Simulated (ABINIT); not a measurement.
# A GW chain in ABINIT: SnO2 (Cassiterite)

Aim: the G0W0 gap of SnO2 (Cassiterite) on LDA, step by step.

Program: ABINIT 10.8.3. Level of theory: LDA and many-body steps on it, plane waves. Results are calculated unless marked as measured.

**The experiments to reproduce.**

- Gap 3.6 eV: experimental gap quoted from earlier work; bulk crystal (quoted in “Study on the Photocatalytic Properties of Flower-Shaped SnO2”, 2022, pmc:9565917).

Report form: the programs' logs are mostly left out.

**1. The structure**

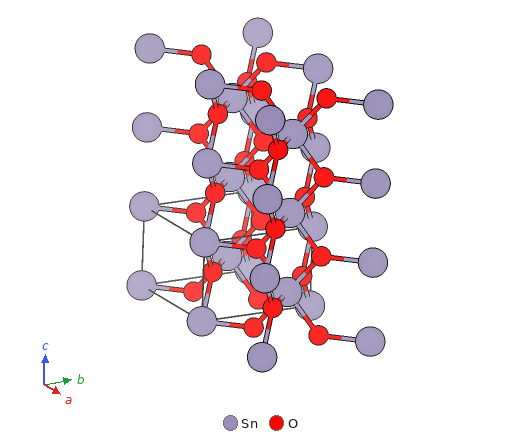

The starting structure, seen slightly off an axis (tin purple, oxygen red). 2×1×3 cells are drawn. Some periodic images of atoms are drawn too.

The cell and positions come from the Crystallography Open Database and are kept as given unless a step says otherwise.

**2. Ground state**

This step: ABINIT 10.8.3; DFT, LDA, plane waves, norm-conserving pseudopotentials.

The ground-state density comes first.

File run.abi:

```
acell 3*1.0 Angstrom
rprim 
  4.738000000000 0.000000000000 0.000000000000
  0.000000000000 4.738000000000 0.000000000000
  0.000000000000 0.000000000000 3.186500000000
ntypat 2
znucl 50 8
natom 6
typat 1 1 2 2 2 2
xred 
  0.000000000000 0.000000000000 0.000000000000
  0.500000000000 0.500000000000 0.500000000000
  0.307100000000 0.307100000000 0.000000000000
  0.192900000000 0.807100000000 0.500000000000
  0.692900000000 0.692900000000 0.000000000000
  0.807100000000 0.192900000000 0.500000000000
pp_dirpath "pseudos"
pseudos "Sn.upf, O.upf"
ecut 42
ngkpt 4 4 6
nshiftk 1
shiftk 0 0 0
kptopt 1
chksymbreak 0
nband 41
occopt 1
tolvrs 1e-10
nstep 60
prtwf 0
indata_prefix "in"
outdata_prefix "out"
tmpdata_prefix "tmp"
```

On the command line:

```sh
$ OMP_NUM_THREADS=1 mpirun -n 8 abinit run.abi > log
```

Elapsed: 38 s, on 8 MPI ranks of Arm Neoverse V2, shared host; peak memory 0.72 GiB.

Numbers from this step:

- total energy: -13854.5049 eV
- gap: 1.138 eV
- k of the valence top: 0, 0, 0
- k of the conduction bottom: 0, 0, 0
- least direct gap: 1.138 eV
- pressure: -3.404 GPa

The gap is direct, at Γ.

The cutoff was set for levels, not for stress, so the pressure can be off by some GPa.

**3. Bands along the symmetry lines**

The cheap functional maps the bands first; the places of the edges decide which points the dearer methods must see.

File run.abi:

```
acell 3*1.0 Angstrom
rprim 
  4.738000000000 0.000000000000 0.000000000000
  0.000000000000 4.738000000000 0.000000000000
  0.000000000000 0.000000000000 3.186500000000
ntypat 2
znucl 50 8
natom 6
typat 1 1 2 2 2 2
xred 
  0.000000000000 0.000000000000 0.000000000000
  0.500000000000 0.500000000000 0.500000000000
  0.307100000000 0.307100000000 0.000000000000
  0.192900000000 0.807100000000 0.500000000000
  0.692900000000 0.692900000000 0.000000000000
  0.807100000000 0.192900000000 0.500000000000
pp_dirpath "pseudos"
pseudos "Sn.upf, O.upf"
ecut 42
iscf -2
irdden 1
kptopt 0
nkpt 75
kpt 
  0.00000000 0.00000000 0.00000000
  0.00000000 0.06250000 0.00000000
  0.00000000 0.12500000 0.00000000
  0.00000000 0.18750000 0.00000000
  0.00000000 0.25000000 0.00000000
  0.00000000 0.31250000 0.00000000
  0.00000000 0.37500000 0.00000000
  0.00000000 0.43750000 0.00000000
  0.00000000 0.50000000 0.00000000
  0.06250000 0.50000000 0.00000000
  0.12500000 0.50000000 0.00000000
  0.18750000 0.50000000 0.00000000
  0.25000000 0.50000000 0.00000000
  0.31250000 0.50000000 0.00000000
  0.37500000 0.50000000 0.00000000
  0.43750000 0.50000000 0.00000000
  0.50000000 0.50000000 0.00000000
  0.43750000 0.43750000 0.00000000
  0.37500000 0.37500000 0.00000000
  0.31250000 0.31250000 0.00000000
  0.25000000 0.25000000 0.00000000
  0.18750000 0.18750000 0.00000000
  0.12500000 0.12500000 0.00000000
  0.06250000 0.06250000 0.00000000
  0.00000000 0.00000000 0.00000000
  0.00000000 0.00000000 0.06250000
  0.00000000 0.00000000 0.12500000
  0.00000000 0.00000000 0.18750000
  0.00000000 0.00000000 0.25000000
  0.00000000 0.00000000 0.31250000
  0.00000000 0.00000000 0.37500000
  0.00000000 0.00000000 0.43750000
  0.00000000 0.00000000 0.50000000
  0.00000000 0.06250000 0.50000000
  0.00000000 0.12500000 0.50000000
  0.00000000 0.18750000 0.50000000
  0.00000000 0.25000000 0.50000000
  0.00000000 0.31250000 0.50000000
  0.00000000 0.37500000 0.50000000
  0.00000000 0.43750000 0.50000000
  0.00000000 0.50000000 0.50000000
  0.06250000 0.50000000 0.50000000
  0.12500000 0.50000000 0.50000000
  0.18750000 0.50000000 0.50000000
  0.25000000 0.50000000 0.50000000
  0.31250000 0.50000000 0.50000000
  0.37500000 0.50000000 0.50000000
  0.43750000 0.50000000 0.50000000
  0.50000000 0.50000000 0.50000000
  0.43750000 0.43750000 0.50000000
  0.37500000 0.37500000 0.50000000
  0.31250000 0.31250000 0.50000000
  0.25000000 0.25000000 0.50000000
  0.18750000 0.18750000 0.50000000
  0.12500000 0.12500000 0.50000000
  0.06250000 0.06250000 0.50000000
  0.00000000 0.00000000 0.50000000
  0.00000000 0.50000000 0.00000000
  0.00000000 0.50000000 0.06250000
  0.00000000 0.50000000 0.12500000
  0.00000000 0.50000000 0.18750000
  0.00000000 0.50000000 0.25000000
  0.00000000 0.50000000 0.31250000
  0.00000000 0.50000000 0.37500000
  0.00000000 0.50000000 0.43750000
  0.00000000 0.50000000 0.50000000
  0.50000000 0.50000000 0.00000000
  0.50000000 0.50000000 0.06250000
  0.50000000 0.50000000 0.12500000
  0.50000000 0.50000000 0.18750000
  0.50000000 0.50000000 0.25000000
  0.50000000 0.50000000 0.31250000
  0.50000000 0.50000000 0.37500000
  0.50000000 0.50000000 0.43750000
  0.50000000 0.50000000 0.50000000
istwfk *1
nband 46
nbdbuf 7
tolwfr 1e-07
nstep 50
prtwf 0
prtvol 0
indata_prefix "in"
outdata_prefix "out"
tmpdata_prefix "tmp"
```

Run time: 48 s. Hardware: 8 MPI ranks; peak memory 0.86 GiB.

Numbers from this step:

```yaml
gap: 1.138 eV
k_of_the_valence_top: 0, 0, 0
k_of_the_conduction_bottom: 0, 0, 0
least_direct_gap: 1.138 eV
```

The gap is 1.138 eV, as in the run before at this level.

Electronic bands along the path, in eV, zero at the top of the highest filled band:

```
    point  band 31  band 32  band 33  band 34  band 35  band 36  band 37  band 38
        Γ    -1.28    -0.79    -0.79     0.00     1.14     5.88     6.13     6.13
        X    -1.23    -1.23    -0.65    -0.65     4.27     4.27     6.85     6.85
        M    -1.36    -1.36    -0.91    -0.91     4.63     4.63     7.31     7.31
        Γ    -1.28    -0.79    -0.79     0.00     1.14     5.88     6.13     6.13
        Z    -1.69    -1.69    -1.28    -1.28     6.00     6.00     9.53     9.53
        R    -1.11    -1.11    -0.74    -0.74     6.26     6.26     7.87     7.87
        A    -0.99    -0.99    -0.84    -0.84     4.70     4.70     8.63     8.63
        Z    -1.69    -1.69    -1.28    -1.28     6.00     6.00     9.53     9.53
jump to X    -1.23    -1.23    -0.65    -0.65     4.27     4.27     6.85     6.85
        R    -1.11    -1.11    -0.74    -0.74     6.26     6.26     7.87     7.87
jump to M    -1.36    -1.36    -0.91    -0.91     4.63     4.63     7.31     7.31
        A    -0.99    -0.99    -0.84    -0.84     4.70     4.70     8.63     8.63
```

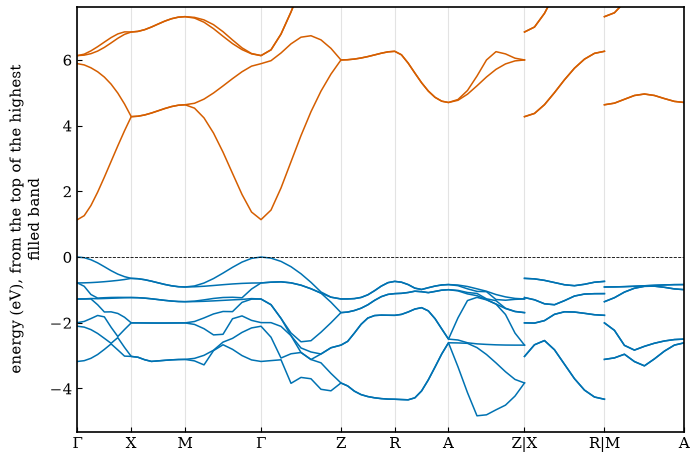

Electronic bands along the path; lines of filled and empty bands in two colours.

**4. Empty states on the mesh, 2×2×4 mesh, 144 bands**

The sums over transitions need many empty states on a uniform mesh; this step solves for them.

File run.abi:

```
acell 3*1.0 Angstrom
rprim 
  4.738000000000 0.000000000000 0.000000000000
  0.000000000000 4.738000000000 0.000000000000
  0.000000000000 0.000000000000 3.186500000000
ntypat 2
znucl 50 8
natom 6
typat 1 1 2 2 2 2
xred 
  0.000000000000 0.000000000000 0.000000000000
  0.500000000000 0.500000000000 0.500000000000
  0.307100000000 0.307100000000 0.000000000000
  0.192900000000 0.807100000000 0.500000000000
  0.692900000000 0.692900000000 0.000000000000
  0.807100000000 0.192900000000 0.500000000000
pp_dirpath "pseudos"
pseudos "Sn.upf, O.upf"
ecut 42
ngkpt 2 2 4
nshiftk 1
shiftk 0 0 0
kptopt 1
chksymbreak 0
iscf -2
irdden 1
istwfk *1
nband 144
nbdbuf 12
tolwfr 1e-09
nstep 60
prtvol 0
indata_prefix "in"
outdata_prefix "out"
tmpdata_prefix "tmp"
```

The job ended after 60 s (8 MPI ranks; peak memory 0.69 GiB; 8 min of CPU time).

This step gave:

```yaml
gap: 1.138 eV
k_of_the_valence_top: 0, 0, 0
k_of_the_conduction_bottom: 0, 0, 0
least_direct_gap: 1.138 eV
k_points_computed: 9
lowest_point_of_the_top_converged_band_above_the_valence_top: 61.2232 eV
```

On this mesh the gap is 1.138 eV.

**5. Screening, 2×2×4 mesh, 132 bands, screening to 106.1 eV**

The RPA dielectric matrix is built and inverted for each q.

This step: RPA screening on LDA, plane waves, norm-conserving pseudopotentials.

run.abi, as its differences from that of step 4:

```diff
@@ -24,10 +24,11 @@
 chksymbreak 0
-iscf -2
-irdden 1
 istwfk *1
-nband 144
-nbdbuf 12
-tolwfr 1e-09
-nstep 60
-prtvol 0
+occopt 1
+irdwfk 1
+optdriver 3
+nband 132
+ecuteps 3.9
+inclvkb 2
+awtr 1
+symchi 1
 indata_prefix "in"
```

The job ended after 45 s (8 MPI ranks; peak memory 2.8 GiB).

Numbers from this step:

```yaml
eps_infinity_with_local_fields_on_this_mesh_along_the_program_s_q_direction: 5.422
the_same_without_local_fields: 5.651
plasma_frequency: 36.20 eV
plane_waves_in_the_screening_matrix: 177
```

Local fields lower ε∞ by 4 %. On a Γ-centred mesh this coarse the value itself is usually too large, while a short band sum pulls it down.

**6. Self-energy, 2×2×4 mesh, 132 bands, screening to 106.1 eV**

The self-energy is evaluated for the states that the input lists, and the levels follow from it, in one-shot runs by the linearised quasiparticle equation.

This step: G0W0 on LDA, plane waves, norm-conserving pseudopotentials.

run.abi, as its differences from that of step 5:

```diff
@@ -27,8 +27,25 @@
 irdwfk 1
-optdriver 3
+optdriver 4
 nband 132
+gwcalctyp 0
+ecutsigx 42
+symsigma 1
+nkptgw 6
+kptgw 
+  0.0000000000 0.0000000000 0.0000000000
+  0.5000000000 0.0000000000 0.0000000000
+  0.5000000000 0.5000000000 0.0000000000
+  0.0000000000 0.0000000000 0.5000000000
+  0.5000000000 0.0000000000 0.5000000000
+  0.5000000000 0.5000000000 0.5000000000
+bdgw 
+  32 36
+  33 36
+  33 36
+  33 36
+  33 36
+  33 36
 ecuteps 3.9
-inclvkb 2
-awtr 1
-symchi 1
+irdscr 1
+ppmodel 1
 indata_prefix "in"
```

It took 11 s on 8 MPI ranks; peak memory 1.7 GiB; 84 s of CPU time.

Numbers from this step:

* G0W0 gap on the mesh: 2.906 eV
* starting gap on the mesh: 1.138 eV
* k of the valence top: 0, 0, 0
* k of the conduction bottom: 0, 0, 0
* Z at the valence top: 0.792
* Z at the conduction bottom: 0.843
* least direct G0W0 gap on the computed points: 2.906 eV

The gap on the mesh goes from 1.14 eV to 2.91 eV, a correction of +1.77 eV.

Limits: finite bands, cutoff and mesh; no spin-orbit coupling; coarse k mesh. v1 is the top filled band, c1 the lowest empty one. The levels before and after the correction (eV, zero at the valence-band top of each column):

```
           conduction bottom  valence top
Kohn-Sham               1.14         0.00
     G0W0               2.91         0.00
```

```
             level  energy (eV)
Kohn-Sham  Γ v3-v2       -0.788
Kohn-Sham     Γ v1        0.000
Kohn-Sham     Γ c1        1.138
Kohn-Sham     Γ c2        5.884
     G0W0  Γ v3-v2       -0.749
     G0W0     Γ v1        0.000
     G0W0     Γ c1        2.906
     G0W0     Γ c2        8.155
```

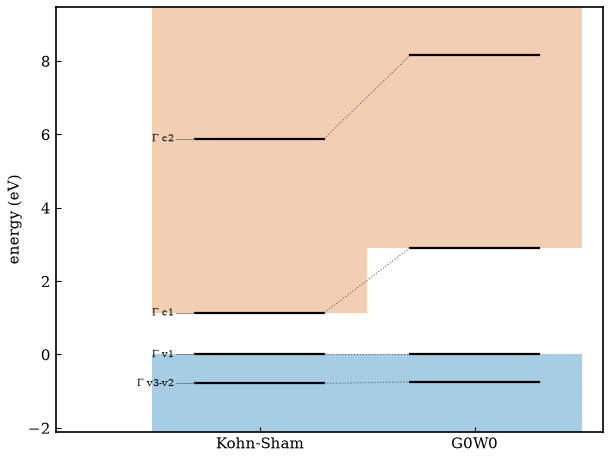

Levels before and after the correction. Shaded: valence and conduction bands.

**7. Where the time went**

Times are wall times on 8 MPI ranks of Arm Neoverse V2, shared host, good to a factor of about two.

```
                          step  time  share  memory (GiB)
                  ground state  38 s   19 %          0.72
bands along the symmetry lines  48 s   24 %          0.86
      empty states on the mesh  60 s   30 %          0.69
                     screening  45 s   22 %           2.8
                   self-energy  11 s    5 %           1.7
```

**8. Outcome**

```yaml
lda_gap: 1.14 eV, direct
g0w0_gap_on_the_mesh: 2.91 eV
gw_settings: 2×2×4 mesh, 132 bands, screening to 106.1 eV, Godby-Needs plasmon pole
known_limits: not at the basis limit; no spin-orbit coupling; coarse k mesh
```

G0W0 moves the gap on the mesh from 1.14 eV to 2.91 eV (+1.77 eV), with Z of 0.79 and 0.84 at the edges. Local fields lower the RPA ε∞ on this mesh from 5.65 to 5.42; a Γ-centred mesh this coarse tends to raise both, most where the direct gap is narrow, while a short band sum lowers them. Against experiment, by G0W0@LDA: the gap of 2.91 eV lies −0.69 eV from the measured 3.6 eV (kind not stated, quoted 2022). The calculation has static nuclei and no excitons; a measured gap holds zero-point and thermal motion, which mostly lowers it. Against the values above the computed gap that would widen the miss. An edge that is forbidden or weak in absorption could explain it, and so could too strong a screening: the start's gap is only 1.14 eV, the mesh is coarse, and one shot does not repair that. Bands and cutoff are finite, so the gap is not at the basis limit. The miss can reach some tenths of an eV and take either sign; the mesh is an error of its own. The 2×2×4 mesh is coarse for this cell, which bears on the long-range parts of exchange and screening. The many-body steps are scalar-relativistic: spin-orbit coupling is not in them.

[Paths, hosts, dates, memory and timing lines, banners, echoed tables and standing remarks are left out of the program output.]

[Logs are printed without paths, hosts, clocks, repeated set-up lines and the standing remarks that a program may print on its own settings, such as how far it seeks lower states.]

[Runs of the session that timed out or met a known fault of the program may be left out.]

[Hosts, paths, dates, database ids (printed as entryN), source tags and the programs' standing remarks are cut or masked in the printed files.]

[G0W0 gaps are taken among the corrected bands and points alone; a level outside them can change the order at an edge.]

[Where Ansatz stands beside ABINIT at settings called matched, ABINIT's density can come from a denser mesh and the files from another edition; pairs whose starting gaps differed by over 0.03 eV were left out, so agreement reads better than it is.]
